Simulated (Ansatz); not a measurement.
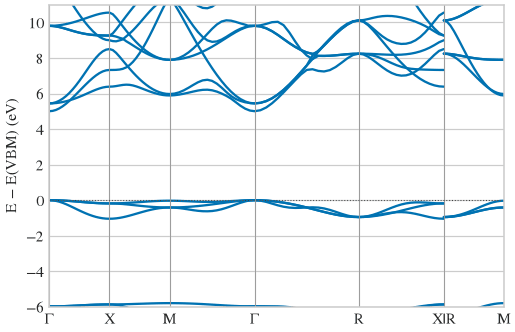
Band structure from PBE (plane waves, PAW; program Ansatz)

Q: Read off the gap and where the band edges lie.

A: About 5.0 eV (5.01 eV by a search for the band edges); maximum at Γ, minimum at Γ.

The material is CsCl (CsCl type, Pm-3m).

The cell was relaxed with PBE under the symmetry of its start. Spin–orbit coupling is left out wherever it is not named.

Potentials: the later of the program's two PAW sets.
